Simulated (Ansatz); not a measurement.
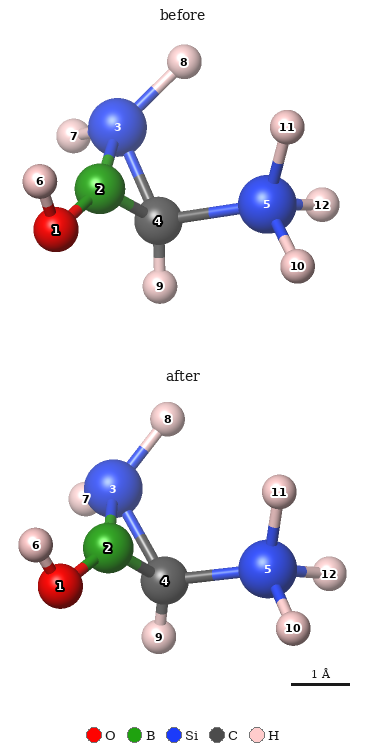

The structure of CH₇BOSi₂ (charge −1, multiplicity 2) before (top) and after (bottom) a relaxation, at one scale.

A ball-and-stick model, seen from a free direction.

Level of theory: UKS B3LYP-d3bj/def2-SVP in Ansatz 0.2.0.

Input
```yaml
crystal:
  periodic: [false, false, false]
  atoms:
    - {symbol: O, position_ang: [-1.733618, 1.774434, 0.990499]}
    - {symbol: B, position_ang: [-1.090285, 0.434708, 0.621426]}
    - {symbol: Si, position_ang: [-0.832888, -1.413203, 0.525126]}
    - {symbol: C, position_ang: [0.389587, -0.100803, 0.808870]}
    - {symbol: Si, position_ang: [1.384938, 0.253205, -0.942930]}
    - {symbol: H, position_ang: [-2.641615, 1.790231, 0.361726]}
    - {symbol: H, position_ang: [-0.848584, -2.279423, 1.706052]}
    - {symbol: H, position_ang: [-0.524848, -2.198627, -0.863750]}
    - {symbol: H, position_ang: [1.103563, 0.402713, 1.579134]}
    - {symbol: H, position_ang: [1.911395, 1.781615, -1.193850]}
    - {symbol: H, position_ang: [0.603461, 0.109321, -2.375615]}
    - {symbol: H, position_ang: [2.486457, -0.532504, -1.090488]}
basis:
  gaussian: {orbitals: def2-SVP}
total_charge: -1
magnetization: {spin_polarized: true, initial_magnetization: 1}
hamiltonian: {xc: {name: B3LYP}, dispersion: d3bj}
accuracy: high
scf: {lower_state_search: full}
relax: {f_tol: 0.001, max_steps: 3}
output: {forces: true}
```

Launched with:
```bash
ansatz run in.yaml --threads 4 --pin off --events-out ev --progress --plain --max-ram 10444MiB
```

**Describe what moved and what it gained.**

The relaxation stopped without meeting its thresholds, so the last structure isn't shown to be converged. The input was poor on purpose: steps. Over 2 geometry steps the energy falls by 197.3 kJ/mol. The largest force component goes from 3.6 to 1.2 eV/Å. H8 moves most after the best rigid fit: 0.30 Å. Largest moves by element: H 0.30 Å, B 0.26 Å, C 0.21 Å, O 0.12 Å, Si 0.10 Å. Near-neighbour distances that change, for instance: C4–Si5 2.046 → 1.891 Å, Si5–H11 1.638 → 1.513 Å, Si5–H12 1.361 → 1.485 Å, O1–H6 1.105 → 0.984 Å. Bond angles that change, for instance: Si3–C4–H9 145.9° → 122.8°, B2–Si3–H7 122.8° → 136.4°, H7–Si3–H8 113.9° → 100.8°. Cost: 35 s on 4 threads of Arm Neoverse V1, on a shared host.

Limits of the set-up: the basis has no diffuse functions, which an anion needs.
